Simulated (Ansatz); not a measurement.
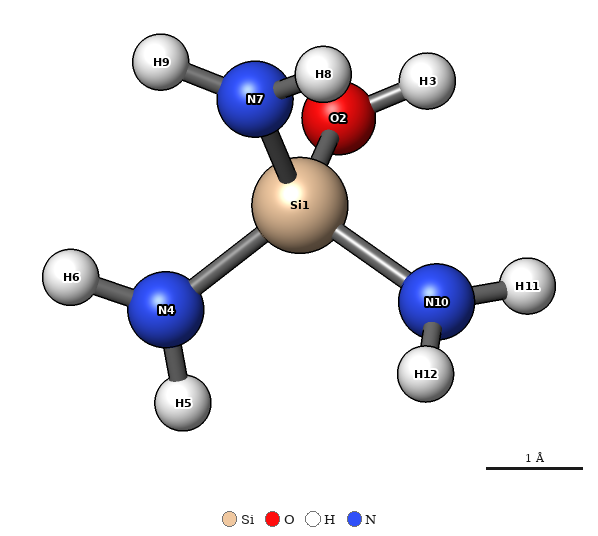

The structure as given in the input (ball-and-stick view, seen at a tilt; atoms are numbered from 1 in the order of the input).

# Geometry relaxation of SiN3H7O (part 1 of 2)

- system: SiN3H7O
- method: RKS PBE/STO-3G (Ansatz 0.2.0)

It belongs to a series of runs on one base structure; here: start relaxed. Figures and captions count atoms from 1; the log counts them from 0 in places.

## Log
```
The last accepted step is kept in [file] (removed where the run ends without a failure and the disk answers)
Engine: ansatz 0.2.0, aarch64-unknown-linux-gnu
Functional definition: PBE
  parameter kappa = 0.804
  parameter beta = 0.06672455060314922
  exchange = pbe_x(kappa = kappa, mu = beta*pi^2/3)
  correlation = pbe_c(beta = beta)
507 factors; integrals over basis functions are off by at most 1.3e-5 eV
mean field evaluation 1: about -14311.9734 eV, gradient 4.1e1 eV
mean field evaluation 2: about -14309.8229 eV, gradient 4.9e1 eV
mean field evaluation 4: about -14317.1995 eV, gradient 1.6e0 eV
mean field evaluation 8: about -14317.1049 eV, gradient 9.2e-2 eV
mean field -14317.10496250 eV, -526.1439028897 hartree, gradient 1.9e-5 eV, S^2 0.000000; 0 other end points of the search recorded, 0 dependent functions left out
the calculation of the forces begins
reference -14317.10499176 eV, -526.1439039650 hartree; 25, 25 occupied and 11, 11 virtual orbitals, 507 factors
relax step   1: F+E_penalty+E_count = -14317.10496250 eV  Δ(F+E_penalty+E_count) = +0.000e0 eV  max|allowed force component| = 3.155e0 eV/Å  Δτ_max = 0.0000 Å  (23 SCF iters, accepted)
these checks for a lower state are left out or cut short: starts, cluster_reference, orbital_swaps, neighbouring_geometries, increment
507 factors; integrals over basis functions are off by at most 1.4e-5 eV
mean field evaluation 16: about -14317.5687 eV, gradient 5.3e0 eV
mean field -14317.66552728 eV, -526.1645032653 hartree, gradient 7.7e-6 eV, S^2 0.000000; 0 other end points of the search recorded, 0 dependent functions left out
[... from here on the field's lines of each further geometry are left out, up to the last ...]
relax step   2: F+E_penalty+E_count = -14317.66552728 eV  Δ(F+E_penalty+E_count) = -5.606e-1 eV  max|allowed force component| = 1.783e0 eV/Å  Δτ_max = 0.0986 Å  (26 SCF iters, accepted)
relax step   3: F+E_penalty+E_count = -14317.80001259 eV  Δ(F+E_penalty+E_count) = -1.345e-1 eV  max|allowed force component| = 9.592e-1 eV/Å  Δτ_max = 0.1190 Å  (30 SCF iters, accepted)
relax step   4: F+E_penalty+E_count = -14317.91879143 eV  Δ(F+E_penalty+E_count) = -1.188e-1 eV  max|allowed force component| = 6.051e-1 eV/Å  Δτ_max = 0.2000 Å  (30 SCF iters, accepted)
relax step   5: F+E_penalty+E_count = -14317.91101144 eV  Δ(F+E_penalty+E_count) = +7.780e-3 eV  max|allowed force component| = 2.175e0 eV/Å  Δτ_max = 0.1956 Å  (30 SCF iters, rejected (line search))
relax step   6: F+E_penalty+E_count = -14318.03054260 eV  Δ(F+E_penalty+E_count) = -1.118e-1 eV  max|allowed force component| = 3.949e-1 eV/Å  Δτ_max = 0.0978 Å  (30 SCF iters, accepted)
relax step   7: F+E_penalty+E_count = -14318.11305035 eV  Δ(F+E_penalty+E_count) = -8.251e-2 eV  max|allowed force component| = 8.103e-1 eV/Å  Δτ_max = 0.0973 Å  (30 SCF iters, accepted)
relax step   8: F+E_penalty+E_count = -14318.14414781 eV  Δ(F+E_penalty+E_count) = -3.110e-2 eV  max|allowed force component| = 3.829e-1 eV/Å  Δτ_max = 0.1499 Å  (26 SCF iters, accepted)
relax step   9: F+E_penalty+E_count = -14318.15419396 eV  Δ(F+E_penalty+E_count) = -1.005e-2 eV  max|allowed force component| = 1.790e-1 eV/Å  Δτ_max = 0.0457 Å  (26 SCF iters, accepted)
relax step  10: F+E_penalty+E_count = -14318.15530716 eV  Δ(F+E_penalty+E_count) = -1.113e-3 eV  max|allowed force component| = 2.333e-1 eV/Å  Δτ_max = 0.0735 Å  (25 SCF iters, accepted)
relax step  11: F+E_penalty+E_count = -14318.16048833 eV  Δ(F+E_penalty+E_count) = -5.181e-3 eV  max|allowed force component| = 1.507e-1 eV/Å  Δτ_max = 0.0382 Å  (25 SCF iters, accepted)
relax step  12: F+E_penalty+E_count = -14318.16335389 eV  Δ(F+E_penalty+E_count) = -2.866e-3 eV  max|allowed force component| = 3.073e-1 eV/Å  Δτ_max = 0.0995 Å  (25 SCF iters, accepted)
relax step  13: F+E_penalty+E_count = -14318.16753215 eV  Δ(F+E_penalty+E_count) = -4.178e-3 eV  max|allowed force component| = 4.196e-1 eV/Å  Δτ_max = 0.0564 Å  (24 SCF iters, accepted)
relax step  14: F+E_penalty+E_count = -14318.17076945 eV  Δ(F+E_penalty+E_count) = -3.237e-3 eV  max|allowed force component| = 5.119e-1 eV/Å  Δτ_max = 0.2000 Å  (25 SCF iters, accepted)
relax step  15: F+E_penalty+E_count = -14318.19050013 eV  Δ(F+E_penalty+E_count) = -1.973e-2 eV  max|allowed force component| = 5.321e-1 eV/Å  Δτ_max = 0.1999 Å  (29 SCF iters, accepted)
relax step  16: F+E_penalty+E_count = -14318.18452004 eV  Δ(F+E_penalty+E_count) = +5.980e-3 eV  max|allowed force component| = 5.087e-1 eV/Å  Δτ_max = 0.1553 Å  (25 SCF iters, rejected (line search))
relax step  17: F+E_penalty+E_count = -14318.20982543 eV  Δ(F+E_penalty+E_count) = -1.933e-2 eV  max|allowed force component| = 6.266e-2 eV/Å  Δτ_max = 0.0756 Å  (23 SCF iters, accepted)
relax step  18: F+E_penalty+E_count = -14318.21745039 eV  Δ(F+E_penalty+E_count) = -7.625e-3 eV  max|allowed force component| = 1.720e-1 eV/Å  Δτ_max = 0.0998 Å  (25 SCF iters, accepted)
relax step  19: F+E_penalty+E_count = -14318.21760933 eV  Δ(F+E_penalty+E_count) = -1.589e-4 eV  max|allowed force component| = 5.967e-1 eV/Å  Δτ_max = 0.0988 Å  (25 SCF iters, accepted)
relax step  20: F+E_penalty+E_count = -14318.23040181 eV  Δ(F+E_penalty+E_count) = -1.279e-2 eV  max|allowed force component| = 1.255e-1 eV/Å  Δτ_max = 0.0889 Å  (24 SCF iters, accepted)
relax step  21: F+E_penalty+E_count = -14318.23156735 eV  Δ(F+E_penalty+E_count) = -1.166e-3 eV  max|allowed force component| = 2.851e-1 eV/Å  Δτ_max = 0.0493 Å  (25 SCF iters, accepted)
relax step  22: F+E_penalty+E_count = -14318.23422233 eV  Δ(F+E_penalty+E_count) = -2.655e-3 eV  max|allowed force component| = 6.165e-2 eV/Å  Δτ_max = 0.0518 Å  (25 SCF iters, accepted)
relax step  23: F+E_penalty+E_count = -14318.23469906 eV  Δ(F+E_penalty+E_count) = -4.767e-4 eV  max|allowed force component| = 5.921e-2 eV/Å  Δτ_max = 0.0308 Å  (25 SCF iters, accepted)
relax step  24: F+E_penalty+E_count = -14318.23483124 eV  Δ(F+E_penalty+E_count) = -1.322e-4 eV  max|allowed force component| = 2.176e-2 eV/Å  Δτ_max = 0.0133 Å  (26 SCF iters, accepted)
the calculation of the forces begins
reference -14318.23487009 eV, -526.1854262275 hartree; 25, 25 occupied and 11, 11 virtual orbitals, 511 factors
relax step  25: F+E_penalty+E_count = -14318.23484349 eV  Δ(F+E_penalty+E_count) = -1.225e-5 eV  max|allowed force component| = 1.372e-2 eV/Å  Δτ_max = 0.0046 Å  (20 SCF iters, accepted)
511 factors; integrals over basis functions are off by at most 3.0e-5 eV
mean field evaluation 192: about -14310.3111 eV, gradient 5.1e1 eV
```

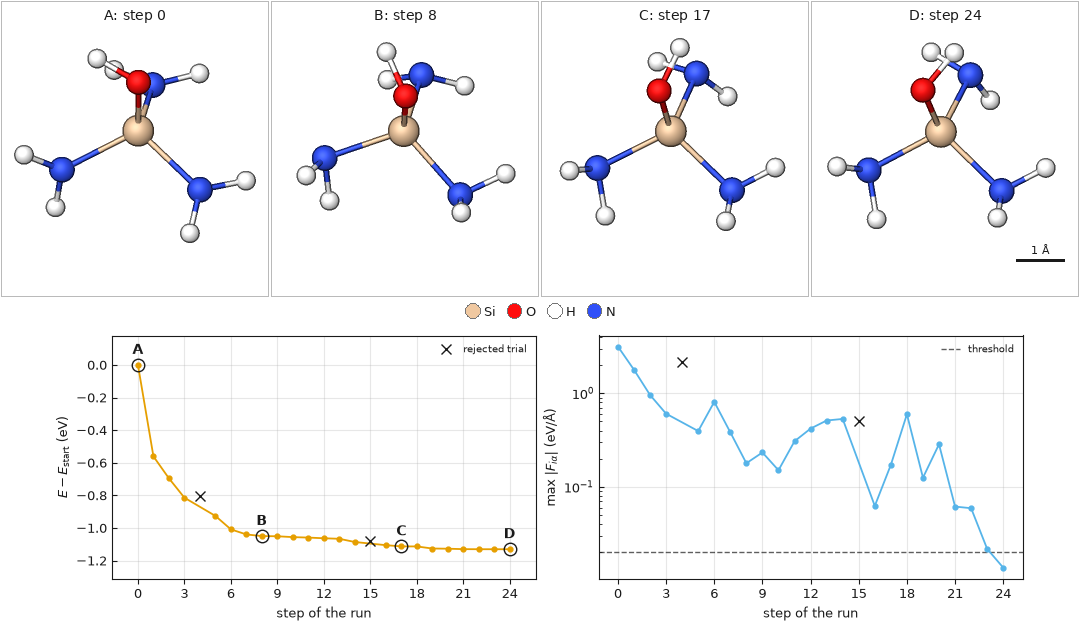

Frames of the relaxation (ball-and-stick view, seen at an oblique angle) above the curves, on which the letters mark them (the first geometry is step 0 here and step 1 in the log).

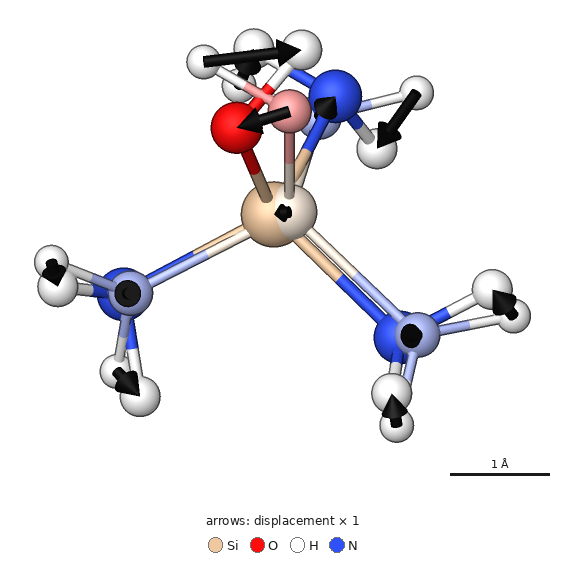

Start (faint) and end (solid) with the displacements as black arrows, at true length (ball-and-stick view, seen at an oblique angle). The two geometries are laid on each other by the best rigid fit. The atom that moves furthest after the best rigid fit is H3 (1.01 Å). Largest moves by element: H 1.01 Å, O 0.57 Å, N 0.39 Å, Si 0.18 Å. Distances before and after: Si1–O2 1.680 → 1.723 Å, Si1–N10 1.819 → 1.781 Å, Si1–N7 1.819 → 1.791 Å, Si1–N4 1.820 → 1.797 Å. Among the angles that change: H5–N4–H6 120.0° → 102.2°, H11–N10–H12 120.0° → 104.1°, Si1–N4–H6 120.0° → 108.1°. The energy falls by 1.130 eV in 24 geometry steps. Largest force component: 3.2 eV/Å at the start, 0.014 eV/Å at the end. The line search rejected the trial steps at points 4, 15 (counted from 0) and went back. (Atoms are counted from 1 in the order of the input.)

```
mean field -14318.23484349 eV, -526.1854252501 hartree, gradient 2.1e-5 eV, S^2 0.000000; 1 other end points of the search recorded, 0 dependent functions left out
the calculation of the forces begins
reference -14318.23487009 eV, -526.1854262275 hartree; 25, 25 occupied and 11, 11 virtual orbitals, 511 factors
Total energy: -14318.23487009 eV, -526.1854262275 hartree
Atom 0 at    -0.140419    -0.076466    -0.083881 Å, force    -0.005793    -0.009921    -0.001244 eV/Å
Atom 1 at    -0.317933    -0.461102     1.585939 Å, force     0.003196    -0.001662     0.000668 eV/Å
Atom 2 at    -0.252926     0.468468     2.032192 Å, force    -0.000825    -0.000212    -0.000078 eV/Å
Atom 3 at     1.493109     0.015574    -0.826502 Å, force     0.000125     0.013725     0.003610 eV/Å
Atom 4 at     2.079632    -0.794283    -0.465248 Å, force    -0.000421    -0.000970     0.000381 eV/Å
Atom 5 at     1.996622     0.857350    -0.415867 Å, force    -0.002442    -0.003525    -0.001777 eV/Å
Atom 6 at    -0.763444     1.591664    -0.278577 Å, force     0.006716     0.002683    -0.005491 eV/Å
Atom 7 at    -1.822275     1.543820    -0.346998 Å, force     0.000550    -0.000799     0.000419 eV/Å
Atom 8 at    -0.490227     1.928710    -1.248086 Å, force     0.000126    -0.001923     0.000878 eV/Å
Atom 9 at    -1.032486    -1.373165    -0.916966 Å, force    -0.002108     0.008371     0.002369 eV/Å
Atom 10 at    -1.253383    -2.144336    -0.225603 Å, force    -0.000580    -0.003105     0.000719 eV/Å
Atom 11 at    -0.399970    -1.837633    -1.627401 Å, force     0.001455    -0.002660    -0.000455 eV/Å
Dipole moment:     0.208846    -0.073489     0.119397 e Å
```

## Trajectory as extended XYZ (Å, eV, eV/Å), 18 of the 25 frames kept, from step=1 to step=25
```
12
Properties=species:S:1:pos:R:3:forces:R:3 step=1 energy=-14317.10496
Si    0.0000    0.0000    0.0000   -0.2340  -0.3060  -3.1550
O     0.0000    0.0000    1.6800    1.3458   0.0371   0.9580
H    -0.9095   -0.2814    2.0171   -0.9193  -0.1574  -0.0647
N     1.7163    0.0000   -0.6061   -2.2230   0.2825   0.8118
H     2.2145   -0.9180   -0.7868   -0.1328   1.2754   0.1168
H     2.2175    0.9180   -0.7783   -0.0271  -1.2818  -0.0080
N    -0.8572    1.4851   -0.6061    1.1600  -1.5927   0.5527
H    -1.8773    1.4300   -0.8888    1.1182   0.6057   0.1366
H    -0.3367    2.4058   -0.6766   -1.0911  -0.6419  -0.1709
N    -0.8572   -1.4851   -0.6061    0.9727   1.7634   0.8039
H    -1.3922   -2.1014    0.0704    0.4153   0.2235  -1.1819
H    -0.8219   -1.7344   -1.6357   -0.3847  -0.2079   1.2006
12
Properties=species:S:1:pos:R:3:forces:R:3 step=2 energy=-14317.66553
Si   -0.0171   -0.0242   -0.0098   -0.0051   0.2113  -1.7829
O     0.0518   -0.0735    1.6839    0.2158  -0.2303   0.8142
H    -0.9103   -0.2467    2.0128   -0.0637   0.0897  -0.1911
N     1.6366    0.0325   -0.6069   -1.2130  -0.2161   0.3805
H     2.1938   -0.8375   -0.7336    0.0998   0.4031   0.0630
H     2.1471    0.9195   -0.7830    0.1121  -0.2643  -0.0267
N    -0.8055    1.4466   -0.5980    0.3809  -1.1132   0.4040
H    -1.7915    1.4422   -0.9305    0.2473   0.2442   0.0057
H    -0.3147    2.3580   -0.6929   -0.2576  -0.0637  -0.0908
N    -0.8629   -1.4583   -0.5960    0.4973   1.0678   0.5607
H    -1.3454   -2.1273    0.0406    0.1174   0.0170  -0.3687
H    -0.8855   -1.7127   -1.6037   -0.1312  -0.1455   0.2321
12
Properties=species:S:1:pos:R:3:forces:R:3 step=4 energy=-14317.91879
Si   -0.0213   -0.0375   -0.0663   -0.2402   0.0782   0.4461
O     0.1191   -0.2375    1.6569    0.1661  -0.0260  -0.4009
H    -0.8566   -0.1044    1.9571   -0.2213   0.0472   0.1282
N     1.5754   -0.0071   -0.7311    0.3387  -0.2163  -0.3895
H     2.2360   -0.7609   -0.4325    0.0393   0.1496   0.0691
H     2.0932    0.8971   -0.7858    0.0285   0.0209   0.1082
N    -0.8108    1.4275   -0.5311   -0.0860  -0.0502   0.1159
H    -1.7642    1.4258   -0.9406    0.0375  -0.0192  -0.0327
H    -0.3152    2.3179   -0.7206    0.0508   0.0236  -0.0560
N    -0.9898   -1.3631   -0.6184   -0.3831  -0.2759   0.6051
H    -1.1453   -2.1928    0.0100    0.1800   0.3599  -0.3985
H    -1.0243   -1.6463   -1.6146    0.0897  -0.0918  -0.1949
12
Properties=species:S:1:pos:R:3:forces:R:3 step=5 energy=-14317.91101 accepted=F
Si   -0.0447   -0.0463   -0.0824   -0.1242   0.3182   0.6032
O     0.1414   -0.3103    1.6343    0.2751   0.0417  -0.6175
H    -0.8020   -0.0718    1.9645   -0.2832   0.0673   0.1830
N     1.5523   -0.0497   -0.8397    2.1750  -1.3935   0.7821
H     2.2487   -0.6961   -0.2485   -1.3968   1.1539  -1.0907
H     2.0418    0.8922   -0.7693   -0.2816   0.0251   0.0785
N    -0.8206    1.4522   -0.4776   -0.2279   0.2630  -0.0228
H    -1.7373    1.4305   -0.9801    0.1936  -0.0164   0.0645
H    -0.2765    2.3005   -0.7617   -0.0823  -0.2959   0.0162
N    -1.1378   -1.3153   -0.6136   -0.2732  -1.9950   1.3210
H    -0.9820   -2.2425   -0.0259   -0.2380   1.7235  -1.1615
H    -1.0871   -1.6248   -1.6170    0.2636   0.1082  -0.1563
12
Properties=species:S:1:pos:R:3:forces:R:3 step=7 energy=-14318.11305
Si   -0.0639   -0.0397   -0.0582    0.1658  -0.1153   0.2339
O     0.1516   -0.3141    1.6330   -0.0787   0.1074   0.0199
H    -0.7727   -0.0371    2.0122    0.1530  -0.0164  -0.0448
N     1.5370   -0.0503   -0.8599    0.6133  -0.1262   0.0895
H     2.2044   -0.7057   -0.3363   -0.3720   0.1385  -0.1451
H     2.0128    0.8913   -0.7028   -0.1908  -0.0722  -0.0174
N    -0.8690    1.4880   -0.3736   -0.1696   0.6265  -0.2998
H    -1.6970    1.3892   -1.0242    0.1699  -0.0943   0.1506
H    -0.2551    2.2283   -0.8229   -0.1363  -0.3308   0.1686
N    -1.1763   -1.3064   -0.6186   -0.1771  -0.8103  -0.0709
H    -1.0216   -2.2057   -0.0548   -0.0190   0.5047  -0.2214
H    -0.9540   -1.6191   -1.6109    0.0416   0.1884   0.1369
```
